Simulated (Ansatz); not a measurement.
# C3H11NSi: the cost of one run

Method: UHF/6-31G, in Ansatz 0.2.0.

## Step 1: The system as given

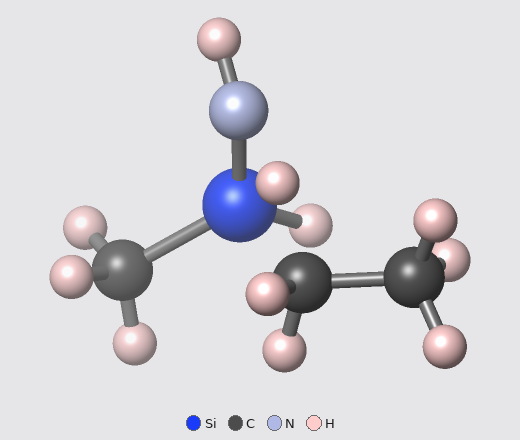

The starting structure, seen from a chosen angle (silicon blue, carbon dark grey, nitrogen light blue, hydrogen pink).

As a file:

```xyz
16

Si   -0.7561   -0.0029    0.7455
C     0.7506    0.0383   -0.8248
C     0.2356   -0.0816   -2.2580
N    -0.8086    1.6317    0.4731
H     0.1124    1.2119   -0.4127
H    -1.6948   -1.0319    0.2695
C     0.0174   -0.7420    2.3196
H     1.7031    0.5820   -0.8038
H     1.0359   -0.9594   -0.4858
H     0.1432    0.8958   -2.7247
H    -0.7478   -0.5474   -2.2750
H     0.8984   -0.6845   -2.8777
H    -1.4059    2.3408    0.8796
H     0.2846   -1.7911    2.2217
H    -0.6806   -0.6623    3.1494
H     0.9126   -0.1973    2.6040
```

## Step 2: Run 1

150 steps of 0.5 fs at constant energy, with velocities drawn for 300 K.

input.yaml

```yaml
crystal:
  periodic: [false, false, false]
  atoms:
    - { symbol: Si, position_ang: [-0.7561, -0.0029, 0.7455] }
    - { symbol: C, position_ang: [0.7506, 0.0383, -0.8248] }
    - { symbol: C, position_ang: [0.2356, -0.0816, -2.258] }
    - { symbol: "N", position_ang: [-0.8086, 1.6317, 0.4731] }
    - { symbol: H, position_ang: [0.1124, 1.2119, -0.4127] }
    - { symbol: H, position_ang: [-1.6948, -1.0319, 0.2695] }
    - { symbol: C, position_ang: [0.0174, -0.742, 2.3196] }
    - { symbol: H, position_ang: [1.7031, 0.582, -0.8038] }
    - { symbol: H, position_ang: [1.0359, -0.9594, -0.4858] }
    - { symbol: H, position_ang: [0.1432, 0.8958, -2.7247] }
    - { symbol: H, position_ang: [-0.7478, -0.5474, -2.275] }
    - { symbol: H, position_ang: [0.8984, -0.6845, -2.8777] }
    - { symbol: H, position_ang: [-1.4059, 2.3408, 0.8796] }
    - { symbol: H, position_ang: [0.2846, -1.7911, 2.2217] }
    - { symbol: H, position_ang: [-0.6806, -0.6623, 3.1494] }
    - { symbol: H, position_ang: [0.9126, -0.1973, 2.604] }
magnetization:
  spin_polarized: true
basis:
  gaussian: { orbitals: "6-31G" }
hamiltonian:
  xc: hf
md:
  timestep: 0.5
  n_steps: 150
  ensemble: nve
  temperature: 300.0
  initial_velocities: maxwell_boltzmann
  seed: 575052
```

On the command line:

```console
$ ansatz run input.yaml --threads 1 --pin off --max-ram 2048MiB --backend cpu --events-out ev --progress --plain --runs-dir out
```

What time and memory should one allow on 1 thread of Intel Xeon 6975P-C (Granite Rapids), shared host?

About 7.2 min, with a peak of 0.2 GiB.
